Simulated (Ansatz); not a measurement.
The calculation's input:

```
crystal:
  periodic: [false, false, false]
  atoms:
    - {symbol: Cu, position_ang: [0.566337, 0.008144, -0.257927]}
    - {symbol: Cu, position_ang: [2.765227, 0.938481, 0.171502]}
    - {symbol: Cu, position_ang: [-1.865804, 0.308046, -0.094264]}
    - {symbol: H, position_ang: [-2.777265, -0.736306, 0.601010]}
    - {symbol: H, position_ang: [1.985188, 0.092853, -1.009146]}
    - {symbol: H, position_ang: [-0.673682, -0.611208, 0.588826]}
basis:
  gaussian: {orbitals: def2-TZVPD, initial_orbitals: start.molden}
total_charge: -1
magnetization: {spin_polarized: true, initial_magnetization: 3}
hamiltonian: {xc: pbe0, dispersion: d4}
scf: {omitted_lower_state_checks: [starts]}
output: {orbitals: {seedname: orbitals}}
```

Command:

```sh
ansatz run in.yaml --threads 4 --pin off --events-out ev --progress --plain --max-ram 3916MiB
```

Geometry: PBE0-D4/def2-SVPD.

All numbers below come from UKS PBE0-D4/def2-TZVPD (Ansatz 0.2.0).

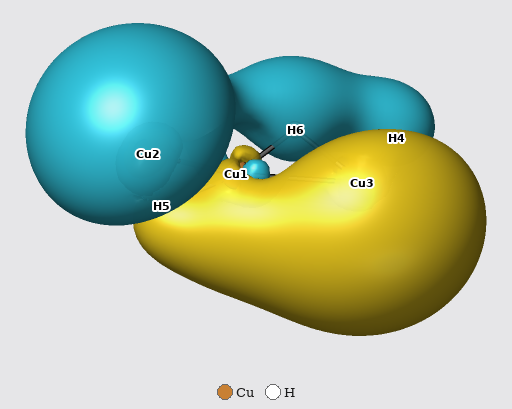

Cu3H3 (charge −1, quartet). The HOMO−1 (α) at ±0.05 Å⁻³ᐟ² (yellow and cyan are the two phases), seen at a tilt.

**What is the character of this orbital?**

It lies mainly on Cu3 (about 40 %), Cu2 (about 30 %) and Cu1 (about 20 %). Its energy is −0.37 eV.
